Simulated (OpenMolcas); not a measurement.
How basis sets differ on AlH5O (Al(H2O)H3)

The species is AlH5O (7 atoms), meant as a singlet with charge 0. SMILES: `[H][Al]([H])([H])<-[OH2]`. Geometry: a GFN2-xTB relaxation, a rough one for these elements and not checked as a minimum.

Each level gives the dipole moment (D). The values are calculated.

```csv
level,kind,program,value (D),CPU time
HF/STO-3G,Hartree–Fock,OpenMolcas,4.97,1.9 s
HF/3-21G,Hartree–Fock,OpenMolcas,5.72,1.9 s
"HF/ANO-XS-VDZ (DKH2, RICD fitting)",Hartree–Fock,OpenMolcas,5.63,2.6 s
HF/def2-SVP,Hartree–Fock,OpenMolcas,5.48,2.8 s
HF/def2-SVPD,Hartree–Fock,OpenMolcas,5.32,6.9 s
HF/cc-pVTZ-DK (DKH3),Hartree–Fock,OpenMolcas,5.34,26 s
```

The values span 4.97 to 5.72 D. Sets without polarisation functions give poor dipoles. Without the sets that lack polarisation functions the rows with a basis span only 5.32 to 5.48 D. Times are those of the runs behind each value, whatever else they computed, on shared processors of several kinds: orders of magnitude only.

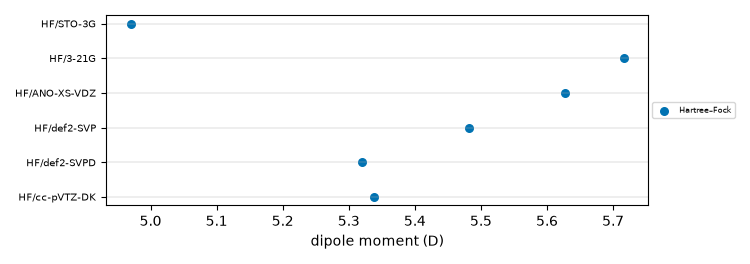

The values of the table, level by level.
